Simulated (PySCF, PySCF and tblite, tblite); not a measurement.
**C7H11F: conformers and averaged spectra**

Aim: find the conformers of C7H11F (`C[C@]1(CF)[C@@H]2CC[C@@H]21`), weigh them, and average their properties.

Programs: PySCF 2.14.0 with density-fitted response routines of our own, and tblite 0.8.0. All values are computed, except where a source is named. Atoms count from 0 throughout.

## 1. The molecule as given

19 atoms, charge 0, multiplicity 1; geometry from: MMFF94s geometry.

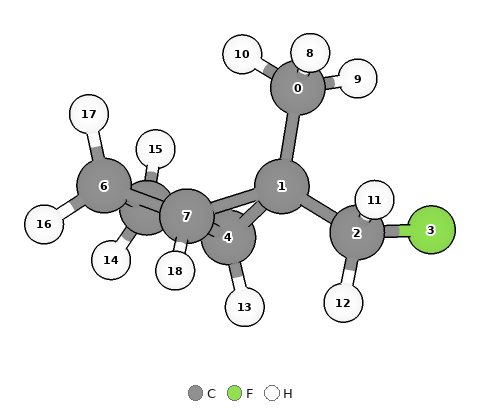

The starting geometry (carbon grey, fluorine green, hydrogen white), atoms numbered.

## 2. GFN2-xTB relaxation, conformer 1

The job: settings as JSON, then the geometry in Å.

```
{"job": {"xc": "GFN2-xTB", "basis": "xTB", "kind": "relax"}, "charge": 0, "multiplicity": 1}
C     -1.004600    -0.928600     1.136200
C     -0.757800     0.012200    -0.024800
C     -1.997800     0.498800    -0.685300
F     -2.666300    -0.555700    -1.228000
C      0.461800    -0.227400    -0.867200
C      1.815900    -0.587900    -0.408100
C      1.784100     0.620200     0.553100
C      0.432700     0.949800     0.062100
H     -1.619000    -0.430800     1.898600
H     -1.557500    -1.814900     0.796500
H     -0.097000    -1.268300     1.621700
H     -2.676600     0.989100     0.030100
H     -1.800600     1.204100    -1.492800
H      0.433400    -0.042000    -1.943500
H      2.599600    -0.518800    -1.167800
H      1.889500    -1.560500     0.100500
H      2.545500     1.381400     0.357800
H      1.829500     0.347300     1.618100
H      0.375400     1.941200    -0.364700
```

Started as:

```console
OMP_NUM_THREADS=1 python ens_run.py task.json out
```

The driver reads the study from task.json and runs its stages one after another.

Standard output:

```text
step      E/eV     max force
  0    -687.33929    3.581
  1    -687.67295    1.623
  2    -687.77899    1.078
  3    -687.93185    0.796
  4    -687.97022    0.517
  5    -688.01973    0.387
  6    -688.04687    0.410
  7    -688.08277    0.481
  8    -688.11145    0.364
  9    -688.12894    0.264
 10    -688.13915    0.233
 11    -688.14665    0.170
 12    -688.15067    0.112
 13    -688.15312    0.128
 14    -688.15524    0.145
 15    -688.15809    0.139
 16    -688.16201    0.183
 17    -688.16640    0.160
 18    -688.17015    0.155
 19    -688.17289    0.127
 20    -688.17494    0.092
 21    -688.17650    0.102
 22    -688.17764    0.084
 23    -688.17861    0.089
 24    -688.17955    0.069
 25    -688.18031    0.054
 26    -688.18074    0.036
 27    -688.18074    0.036
 28    -688.18088    0.030
 29    -688.18114    0.030
 30    -688.18121    0.031
 31    -688.18140    0.033
 32    -688.18150    0.026
 33    -688.18159    0.022
 34    -688.18164    0.019
 35    -688.18169    0.018
 36    -688.18174    0.015
 37    -688.18179    0.017
 38    -688.18182    0.018
 39    -688.18186    0.017
 40    -688.18190    0.014
 41    -688.18195    0.014
 42    -688.18199    0.014
 43    -688.18203    0.015
 44    -688.18206    0.014
 45    -688.18210    0.016
 46    -688.18214    0.015
 47    -688.18219    0.015
 48    -688.18223    0.015
 49    -688.18227    0.013
 50    -688.18230    0.012
 51    -688.18233    0.012
 52    -688.18236    0.016
 53    -688.18242    0.021
 54    -688.18251    0.023
 55    -688.18264    0.025
 56    -688.18275    0.021
 57    -688.18282    0.015
 58    -688.18287    0.017
 59    -688.18293    0.019
 60    -688.18301    0.021
 61    -688.18308    0.019
 62    -688.18313    0.018
 63    -688.18316    0.017
 64    -688.18321    0.016
 65    -688.18325    0.016
 66    -688.18328    0.011
 67    -688.18329    0.007
 68    -688.18330    0.007
 69    -688.18331    0.007
 70    -688.18332    0.009
 71    -688.18334    0.008
 72    -688.18334    0.006
 73    -688.18335    0.006
 74    -688.18336    0.006
 75    -688.18336    0.008
 76    -688.18337    0.008
 77    -688.18338    0.005
 78    -688.18338    0.004
```

Run time: 0.35 s. Hardware: 1 thread of Arm Neoverse V2, shared host.

Gain 0.844 eV; displacement 0.17 Å root mean square.

**GFN2-xTB relaxation, conformer 2**

The job: settings as JSON, then the geometry in Å.

```
{"job": {"xc": "GFN2-xTB", "basis": "xTB", "kind": "relax"}, "charge": 0, "multiplicity": 1}
C     -1.352300    -0.647500    -0.996800
C     -0.677700     0.353100    -0.107400
C     -1.516000     1.547100     0.234500
F     -0.842900     2.410900     1.035400
C      0.813000     0.546000    -0.237000
C      1.829500    -0.509400    -0.440900
C      1.278600    -1.238700     0.794900
C      0.279200    -0.160100     0.962100
H     -2.270800    -1.017300    -0.519700
H     -1.639300    -0.171600    -1.939800
H     -0.738400    -1.513700    -1.230200
H     -1.798300     2.095700    -0.674800
H     -2.443400     1.252400     0.764100
H      1.260400     1.525200    -0.101100
H      2.868100    -0.163600    -0.330600
H      1.742400    -1.065900    -1.363400
H      1.991100    -1.329600     1.628900
H      0.859100    -2.237600     0.590200
H      0.348000     0.333900     1.924200
```

Standard output:

```text
step      E/eV     max force
  0    -687.38315    3.230
  1    -687.66455    1.626
  2    -687.76757    1.104
  3    -687.91830    0.751
  4    -687.95406    0.536
  5    -688.00241    0.423
  6    -688.03006    0.393
  7    -688.06601    0.465
  8    -688.09137    0.329
  9    -688.10681    0.251
 10    -688.11613    0.201
 11    -688.12312    0.184
 12    -688.12719    0.135
 13    -688.12986    0.121
 14    -688.13230    0.137
 15    -688.13568    0.162
 16    -688.14032    0.219
 17    -688.14547    0.199
 18    -688.14968    0.148
 19    -688.15262    0.139
 20    -688.15494    0.130
 21    -688.15695    0.128
 22    -688.15846    0.094
 23    -688.15961    0.090
 24    -688.16055    0.068
 25    -688.16122    0.055
 26    -688.16155    0.031
 27    -688.16155    0.031
 28    -688.16165    0.026
 29    -688.16185    0.024
 30    -688.16190    0.027
 31    -688.16204    0.024
 32    -688.16209    0.021
 33    -688.16213    0.015
 34    -688.16215    0.012
 35    -688.16217    0.012
 36    -688.16219    0.011
 37    -688.16220    0.008
 38    -688.16220    0.005
 39    -688.16221    0.004
```

Wall time 0.21 s (1 thread of Arm Neoverse V2, shared host).

The energy fell by 0.779 eV, and the atoms moved 0.16 Å (root mean square).

## 3. Shieldings, conformer 1: WP04/pcSseg-1 in dichloromethane

The job: settings as JSON, then the geometry in Å.

```
{"job": {"xc": "WP04", "basis": "pcSseg-1", "solvent": "dichloromethane", "kind": "nmr", "pop": true}, "charge": 0, "multiplicity": 1}
C     -0.879554    -0.897684     1.129893
C     -0.647846     0.027521    -0.043353
C     -1.949669     0.479376    -0.672470
F     -2.601264    -0.580796    -1.265207
C      0.482699    -0.119214    -1.027592
C      1.753743    -0.620812    -0.355106
C      1.700798     0.584039     0.607306
C      0.437462     1.068665    -0.093442
H     -1.365078    -0.355414     1.940818
H     -1.532457    -1.712163     0.820617
H      0.042439    -1.324585     1.507037
H     -2.639104     0.880411     0.079044
H     -1.784795     1.220079    -1.461200
H      0.303580    -0.172244    -2.089556
H      2.613451    -0.586783    -1.020567
H      1.697763    -1.612141     0.092256
H      2.538219     1.265475     0.475788
H      1.595052     0.359470     1.667734
H      0.224759     2.106052    -0.299462
```

Standard output:

```text
coarse grid: 15512 points
cycle   1  E = -381.6225940526  dE =  9.696e-01  |g| = 9.075e-01  |ddm| = 3.957e+00
cycle   2  E = -381.4895742497  dE =  1.330e-01  |g| = 1.265e+00  |ddm| = 1.719e+00
cycle   3  E = -381.7796673104  dE = -2.901e-01  |g| = 1.126e-01  |ddm| = 1.125e+00
cycle   4  E = -381.7818062059  dE = -2.139e-03  |g| = 4.335e-02  |ddm| = 1.069e-01
cycle   5  E = -381.7822069358  dE = -4.007e-04  |g| = 9.731e-03  |ddm| = 4.409e-02
cycle   6  E = -381.7822241994  dE = -1.726e-05  |g| = 3.850e-03  |ddm| = 1.284e-02
cycle   7  E = -381.7822273257  dE = -3.126e-06  |g| = 3.873e-04  |ddm| = 3.322e-03
final grid: 149152 points
cycle   8  E = -381.8663238701  dE = -1.227e-04  |g| = 1.134e-02  |ddm| = 6.814e-02
cycle   9  E = -381.8662987952  dE =  2.507e-05  |g| = 1.587e-02  |ddm| = 2.391e-02
cycle  10  E = -381.8663546270  dE = -5.583e-05  |g| = 1.451e-03  |ddm| = 1.405e-02
cycle  11  E = -381.8663549570  dE = -3.300e-07  |g| = 3.800e-04  |ddm| = 1.410e-03
cycle  12  E = -381.8663549790  dE = -2.200e-08  |g| = 1.008e-04  |ddm| = 3.545e-04
cycle  13  E = -381.8663549809  dE = -1.887e-09  |g| = 3.774e-05  |ddm| = 1.166e-04
cycle  14  E = -381.8663549812  dE = -3.272e-10  |g| = 4.894e-06  |ddm| = 3.234e-05
converged SCF energy = -381.8663549812

GIAO shielding tensors (ppm)
atom      isotropic    diamagn.    paramagn.     s11        s22        s33       span
  0 C      163.460     247.444     -83.985    150.237    163.263    176.879     26.642
  1 C      144.039     255.356    -111.317    112.672    131.983    187.461     74.789
  2 C       79.154     242.058    -162.904     37.954     71.370    128.137     90.183
  3 F      416.929     476.991     -60.062    391.043    410.533    449.210     58.167
  4 C      148.846     253.026    -104.180    115.765    138.074    192.700     76.935
  5 C      151.697     251.872    -100.175    141.958    148.810    164.321     22.363
  6 C      152.204     252.095     -99.891    143.087    148.602    164.923     21.836
  7 C      150.732     253.897    -103.165    120.453    139.090    192.654     72.201
  8 H       30.770      30.472       0.298     26.800     27.669     37.842     11.042
  9 H       30.329      30.139       0.190     25.733     28.786     36.468     10.735
 10 H       30.713      32.289      -1.576     25.115     30.727     36.298     11.183
 11 H       27.025      29.002      -1.977     22.258     27.922     30.896      8.638
 12 H       28.228      30.358      -2.130     22.884     29.441     32.360      9.476
 13 H       30.238      34.429      -4.191     24.141     28.714     37.858     13.717
 14 H       29.913      29.659       0.253     26.445     27.063     36.230      9.785
 15 H       30.496      31.544      -1.048     25.931     28.790     36.767     10.836
 16 H       29.976      29.640       0.336     26.448     27.099     36.382      9.933
 17 H       30.523      31.652      -1.128     25.876     28.887     36.807     10.931
 18 H       30.641      34.454      -3.813     24.542     28.968     38.413     13.871
```

Run time: 27 s. Hardware: 1 thread of Arm Neoverse V2, shared host; peak memory 0.93 GiB.

Key values: HOMO -8.59 eV, LUMO 0.17 eV; dipole 2.45 D.

## 4. Single-point energy, conformer 1: PBE0/def2-SVP in dichloromethane

The job, as its differences from that of step 3:

```diff
@@ -1,2 +1,2 @@
-{"job": {"xc": "WP04", "basis": "pcSseg-1", "solvent": "dichloromethane", "kind": "nmr", "pop": true}, "charge": 0, "multiplicity": 1}
+{"job": {"xc": "PBE0", "basis": "def2-SVP", "solvent": "dichloromethane", "kind": "sp"}, "charge": 0, "multiplicity": 1}
 C     -0.879554    -0.897684     1.129893
```

Standard output:

```text
coarse grid: 15512 points
cycle   1  E = -372.3425589629  dE =  1.115e+00  |g| = 5.254e-01  |ddm| = 4.605e+00
cycle   2  E = -372.3209073003  dE =  2.165e-02  |g| = 6.526e-01  |ddm| = 1.313e+00
cycle   3  E = -372.3995432440  dE = -7.864e-02  |g| = 5.043e-02  |ddm| = 7.878e-01
cycle   4  E = -372.3999482883  dE = -4.050e-04  |g| = 2.432e-02  |ddm| = 7.929e-02
cycle   5  E = -372.4000855849  dE = -1.373e-04  |g| = 5.494e-03  |ddm| = 3.546e-02
cycle   6  E = -372.4000919561  dE = -6.371e-06  |g| = 1.499e-03  |ddm| = 1.008e-02
final grid: 149152 points
cycle   7  E = -372.4569481021  dE = -6.172e-05  |g| = 1.025e-02  |ddm| = 6.295e-02
cycle   8  E = -372.4569347923  dE =  1.331e-05  |g| = 1.299e-02  |ddm| = 2.990e-02
cycle   9  E = -372.4569747994  dE = -4.001e-05  |g| = 9.398e-04  |ddm| = 1.722e-02
cycle  10  E = -372.4569749603  dE = -1.609e-07  |g| = 2.439e-04  |ddm| = 1.418e-03
cycle  11  E = -372.4569749706  dE = -1.031e-08  |g| = 6.225e-05  |ddm| = 3.461e-04
cycle  12  E = -372.4569749713  dE = -7.452e-10  |g| = 2.260e-05  |ddm| = 1.120e-04
converged SCF energy = -372.4569749713
```

Wall time 10 s (1 thread of Arm Neoverse V2, shared host).

In short: HOMO -7.44 eV, LUMO 2.09 eV; dipole 2.16 D.

## 5. Shieldings, conformer 2: WP04/pcSseg-1 in dichloromethane

The job: settings as JSON, then the geometry in Å.

```
{"job": {"xc": "WP04", "basis": "pcSseg-1", "solvent": "dichloromethane", "kind": "nmr", "pop": false}, "charge": 0, "multiplicity": 1}
C     -1.237587    -0.677036    -0.957485
C     -0.560676     0.331175    -0.056732
C     -1.487393     1.503888     0.221401
F     -0.906646     2.445473     1.033944
C      0.897813     0.686564    -0.134428
C      1.752865    -0.524202    -0.484143
C      1.195875    -1.257193     0.754516
C      0.351255    -0.032820     1.081412
H     -2.145384    -1.049117    -0.484184
H     -1.511498    -0.208169    -1.901791
H     -0.595206    -1.522845    -1.172003
H     -1.757183     2.018799    -0.708649
H     -2.398286     1.170053     0.733072
H      1.225338     1.708743    -0.233986
H      2.817529    -0.316649    -0.403583
H      1.558971    -0.979977    -1.454722
H      1.958706    -1.447003     1.506262
H      0.646213    -2.180693     0.574534
H      0.185492     0.340260     2.079104
```

Standard output:

```text
coarse grid: 15512 points
cycle   1  E = -381.6210886404  dE =  9.770e-01  |g| = 9.020e-01  |ddm| = 3.971e+00
cycle   2  E = -381.4867359362  dE =  1.344e-01  |g| = 1.260e+00  |ddm| = 1.668e+00
cycle   3  E = -381.7771309696  dE = -2.904e-01  |g| = 1.154e-01  |ddm| = 1.087e+00
cycle   4  E = -381.7793967273  dE = -2.266e-03  |g| = 4.413e-02  |ddm| = 1.053e-01
cycle   5  E = -381.7798193687  dE = -4.226e-04  |g| = 9.717e-03  |ddm| = 4.493e-02
cycle   6  E = -381.7798365503  dE = -1.718e-05  |g| = 3.951e-03  |ddm| = 1.323e-02
cycle   7  E = -381.7798398443  dE = -3.294e-06  |g| = 3.845e-04  |ddm| = 3.337e-03
final grid: 149152 points
cycle   8  E = -381.8636561346  dE = -1.059e-04  |g| = 1.108e-02  |ddm| = 5.754e-02
cycle   9  E = -381.8636325672  dE =  2.357e-05  |g| = 1.552e-02  |ddm| = 2.296e-02
cycle  10  E = -381.8636852135  dE = -5.265e-05  |g| = 1.364e-03  |ddm| = 1.340e-02
cycle  11  E = -381.8636855013  dE = -2.878e-07  |g| = 3.796e-04  |ddm| = 1.246e-03
cycle  12  E = -381.8636855227  dE = -2.138e-08  |g| = 1.038e-04  |ddm| = 3.308e-04
cycle  13  E = -381.8636855248  dE = -2.068e-09  |g| = 3.710e-05  |ddm| = 1.158e-04
cycle  14  E = -381.8636855251  dE = -3.248e-10  |g| = 4.362e-06  |ddm| = 3.304e-05
converged SCF energy = -381.8636855251

GIAO shielding tensors (ppm)
atom      isotropic    diamagn.    paramagn.     s11        s22        s33       span
  0 C      164.560     247.584     -83.024    150.111    165.133    178.436     28.325
  1 C      145.811     256.834    -111.023    120.751    125.471    191.212     70.461
  2 C       84.591     240.952    -156.361     45.493     69.420    138.861     93.369
  3 F      431.191     479.114     -47.922    411.057    423.904    458.613     47.556
  4 C      149.691     253.021    -103.331    123.241    136.850    188.981     65.741
  5 C      151.528     251.927    -100.399    142.349    148.063    164.173     21.824
  6 C      151.530     251.925    -100.395    142.373    148.036    164.183     21.810
  7 C      149.697     253.027    -103.330    123.321    136.750    189.020     65.699
  8 H       31.001      30.362       0.639     26.719     28.222     38.060     11.342
  9 H       31.001      30.360       0.641     26.719     28.225     38.059     11.340
 10 H       30.591      32.311      -1.720     25.187     30.414     36.172     10.985
 11 H       27.132      28.862      -1.730     22.487     28.054     30.857      8.370
 12 H       27.131      28.865      -1.734     22.496     28.035     30.860      8.364
 13 H       30.323      34.372      -4.048     24.177     29.242     37.551     13.374
 14 H       29.915      29.706       0.210     26.463     27.024     36.259      9.796
 15 H       30.476      31.639      -1.164     25.980     28.656     36.790     10.811
 16 H       29.917      29.707       0.210     26.464     27.026     36.263      9.799
 17 H       30.476      31.641      -1.165     25.981     28.658     36.789     10.808
 18 H       30.329      34.374      -4.045     24.188     29.241     37.559     13.370
```

It took 25 s on 1 thread of Arm Neoverse V2, shared host; peak memory 0.96 GiB.

Key values: HOMO -8.50 eV, LUMO 0.17 eV; dipole 2.10 D.

## 6. Single-point energy, conformer 2: PBE0/def2-SVP in dichloromethane

The job, as its differences from that of step 5:

```diff
@@ -1,2 +1,2 @@
-{"job": {"xc": "WP04", "basis": "pcSseg-1", "solvent": "dichloromethane", "kind": "nmr", "pop": false}, "charge": 0, "multiplicity": 1}
+{"job": {"xc": "PBE0", "basis": "def2-SVP", "solvent": "dichloromethane", "kind": "sp"}, "charge": 0, "multiplicity": 1}
 C     -1.237587    -0.677036    -0.957485
```

Standard output:

```text
coarse grid: 15512 points
cycle   1  E = -372.3432564150  dE =  1.122e+00  |g| = 5.154e-01  |ddm| = 4.672e+00
cycle   2  E = -372.3221872440  dE =  2.107e-02  |g| = 6.395e-01  |ddm| = 1.220e+00
cycle   3  E = -372.3988804693  dE = -7.669e-02  |g| = 5.173e-02  |ddm| = 7.165e-01
cycle   4  E = -372.3992992284  dE = -4.188e-04  |g| = 2.501e-02  |ddm| = 7.748e-02
cycle   5  E = -372.3994453463  dE = -1.461e-04  |g| = 5.375e-03  |ddm| = 3.626e-02
cycle   6  E = -372.3994514129  dE = -6.067e-06  |g| = 1.522e-03  |ddm| = 1.030e-02
final grid: 149152 points
cycle   7  E = -372.4559399636  dE = -5.276e-05  |g| = 9.933e-03  |ddm| = 5.354e-02
cycle   8  E = -372.4559276285  dE =  1.234e-05  |g| = 1.256e-02  |ddm| = 2.982e-02
cycle   9  E = -372.4559650571  dE = -3.743e-05  |g| = 8.835e-04  |ddm| = 1.695e-02
cycle  10  E = -372.4559651984  dE = -1.413e-07  |g| = 2.364e-04  |ddm| = 1.280e-03
cycle  11  E = -372.4559652077  dE = -9.338e-09  |g| = 6.274e-05  |ddm| = 3.033e-04
cycle  12  E = -372.4559652085  dE = -7.722e-10  |g| = 2.184e-05  |ddm| = 1.051e-04
converged SCF energy = -372.4559652085
```

It took 10 s on 1 thread of Arm Neoverse V2, shared host.

This run: HOMO -7.36 eV, LUMO 2.05 eV; dipole 1.81 D.

## 7. The ensemble: properties at WP04/pcSseg-1 in dichloromethane

The job: settings as JSON, then the geometry in Å.

```
{"job": {"study": "conf", "smiles": "C[C@]1(CF)[C@@H]2CC[C@@H]21", "search": {"seed": 9710, "n_embed": 60, "ff_keep": 14, "window": 3.0, "nmax": 10, "temps": [180, 230, 298.15, 330, 400], "t_ref": 298.15, "order": 0.002}, "level": {"nmr": {"xc": "WP04", "basis": "pcSseg-1", "solvent": "dichloromethane"}, "sp": {"xc": "PBE0", "basis": "def2-SVP", "solvent": "dichloromethane"}}, "kind": "conf"}, "charge": 0, "multiplicity": 1}
C     -0.879554    -0.897684     1.129893
C     -0.647846     0.027521    -0.043353
C     -1.949669     0.479376    -0.672470
F     -2.601264    -0.580796    -1.265207
C      0.482699    -0.119214    -1.027592
C      1.753743    -0.620812    -0.355106
C      1.700798     0.584039     0.607306
C      0.437462     1.068665    -0.093442
H     -1.365078    -0.355414     1.940818
H     -1.532457    -1.712163     0.820617
H      0.042439    -1.324585     1.507037
H     -2.639104     0.880411     0.079044
H     -1.784795     1.220079    -1.461200
H      0.303580    -0.172244    -2.089556
H      2.613451    -0.586783    -1.020567
H      1.697763    -1.612141     0.092256
H      2.538219     1.265475     0.475788
H      1.595052     0.359470     1.667734
H      0.224759     2.106052    -0.299462
```

Standard output:

```text
conformer  sym    E(xTB)   E(DFT)   G(298.15 K)  weight  dipole/D
    1     C1      0.000    0.000    0.000   0.8314    2.158
    2     Cs      0.488    0.629    0.945   0.1686    1.810

mean shielding (ppm) by class
class atoms           180 K      230 K   298.15 K      330 K      400 K
  0 C  0            163.565    163.604    163.645    163.661    163.688
  1 C  1            144.208    144.271    144.338    144.363    144.407
  2 C  2             79.672     79.866      80.07     80.147     80.282
  3 F  3            418.288    418.797    419.333    419.533    419.888
  4 C  4,7           149.78    149.777    149.773    149.772     149.77
  5 C  5,6           151.91    151.895    151.879    151.873    151.863
  6 H  8,9,10        30.629     30.638     30.648     30.652     30.658
  7 H  11,12          27.58     27.562     27.543     27.536     27.524
  8 H  13,18         30.429     30.425      30.42     30.419     30.416
  9 H  14,16         29.942     29.941      29.94     29.939     29.939
 10 H  15,17         30.507     30.505     30.504     30.504     30.503
```

It took 83 s on 1 thread of Arm Neoverse V2, shared host. This counts the runs that the step sums up.

The search (ETKDG, MMFF94s, GFN2-xTB) embedded 33 structures, kept 2 distinct ones after the force field and 2 after xTB; 2 were carried on (window 3.0 kcal/mol at the search's own energies). Energies: PBE0/def2-SVP in dichloromethane with D3(BJ).

Conformer by conformer (298 K):

```tsv
no.	group	mirror pair	ΔE xTB	ΔE DFT	ΔG	weight (%)	μ (D)	C0–C1–C2–F3 (°)	A, B, C (GHz)
1	C1	yes	0.00	0.00	0.00	83.1	2.16	-67	4.16, 1.42, 1.35
2	Cs	no	0.49	0.63	0.94	16.9	1.81	-180	3.51, 1.66, 1.38
```

Energies in kcal/mol. ΔG holds xTB vibrations and rotation, symmetry numbers and mirror pairs.

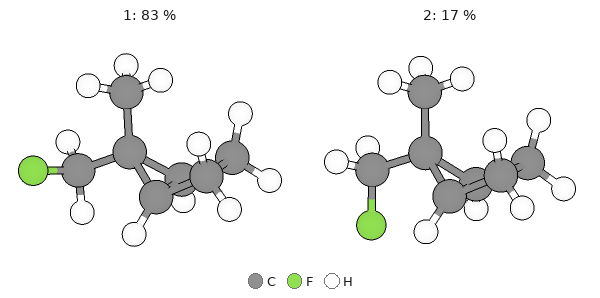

The conformers with their weights.

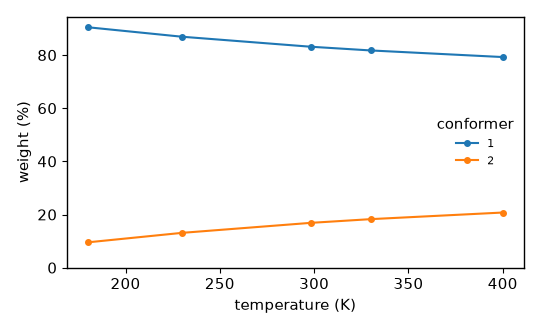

Weights against temperature.

Other ways of weighting, at the same temperature:

```tsv
scheme	1	2	mean μ (D)
DFT free energy	83	17	2.10
DFT energy, symmetry counted	85	15	2.11
DFT energy alone	74	26	2.07
xTB energy, symmetry counted	82	18	2.10
xTB free energy	80	20	2.09
lowest conformer only	100	0	2.16
equal weights	50	50	1.98
```

Shifts against references run at the same level (¹H TMS 31.98, ¹³C TMS 175.8 ppm of shielding), by class of atoms, at 298 K:

```tsv
atoms	environment	no. 1	no. 2	average
C2	sp3 CH2 bonded to F	96.7	91.2	95.7
C1	three-membered-ring carbon	31.8	30.0	31.5
C4, C7	three-membered-ring carbon	26.0	26.1	26.0
C5, C6	sp3 CH2 in a ring	23.9	24.3	23.9
C0	methyl carbon	12.4	11.3	12.2
H11, H12	hydrogen on an sp3 CH2 bonded to F	4.35	4.85	4.44
H14, H16	hydrogen on an sp3 CH2 in a ring	2.04	2.06	2.04
H13, H18	hydrogen on a three-membered-ring carbon	1.54	1.65	1.56
H15, H17	hydrogen on an sp3 CH2 in a ring	1.47	1.50	1.47
H8, H9, H10	hydrogen on a methyl carbon	1.38	1.11	1.33
F3	fluorine on an sp3 carbon	416.9 (σ)	431.2 (σ)	419.3 (σ)
```

Effective distances for nuclear Overhauser effects, ⟨r⁻⁶⟩^(−1/6) over all pairs of two classes (Å): H14···H15 1.97; H8···H15 2.62; H11···H13 2.82; H13···H14 2.84; H8···H11 3.08; H13···H15 3.25; H8···H13 3.91.

## 8. Summary of results

| quantity | value |
| --- | --- |
| conformers | 2; the first in weight is no. 1 (C1), 83 % at 298 K |
| root-mean-square dipole | 2.10 D |
| averaged ¹³C shifts (WP04/pcSseg-1 in dichloromethane) | 95.7, 31.5, 26.0, 23.9, 12.2 ppm |
| averaged ¹H shifts (WP04/pcSseg-1 in dichloromethane) | 4.44, 2.04, 1.56, 1.47, 1.33 ppm |

**Reading.** Conformer 1 leads with 83 % at 298 K, and its share goes from 90 % at 180 K to 79 % at 400 K. Among conformers over 5 %, C2 differs by 5.4 ppm, while the average moves by 0.6 ppm from 180 to 400 K.
